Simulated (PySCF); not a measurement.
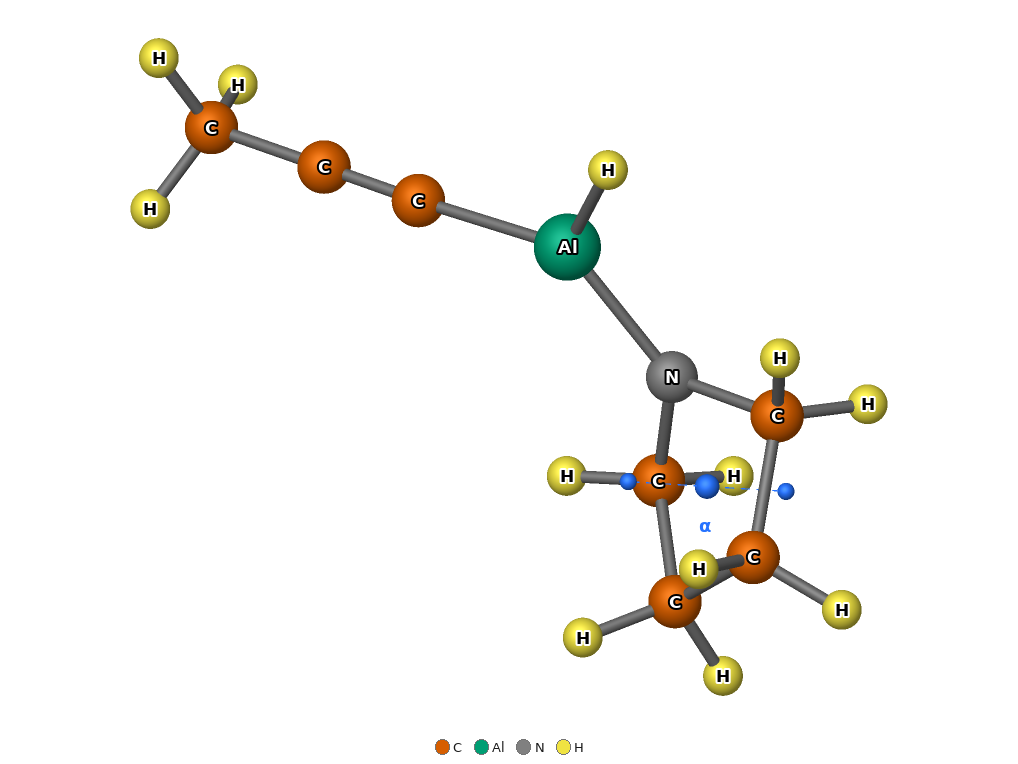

The small points mark where nucleus-independent chemical shifts (NICS) were computed: at the centre of each lettered ring and 1 Å above and below it. The geometry was computed by an optimisation with GFN2-xTB. No frequency run is at hand to confirm it as a minimum. Properties computed with GIAO PBE0/pcSseg-1 NMR shielding, non-relativistic, gas phase (PySCF 2.14.0).

Give NICS(0), NICS(1) and the out-of-plane component NICS(1)zz for each ring (means of the two sides).

```csv
ring,members,NICS(0),NICS(1),NICS(1)zz
α,C4N,−7.1,−4.5,−6.5
```

Values in ppm.

> What do the values say about the ring currents?

Ring α: weak, as in a non-aromatic ring. NICS is one index among several.

The geometry is semi-empirical. Around Al such bond lengths and angles can be off by a tenth of an ångström or more and by several degrees, and values that hang on the shape move with them.
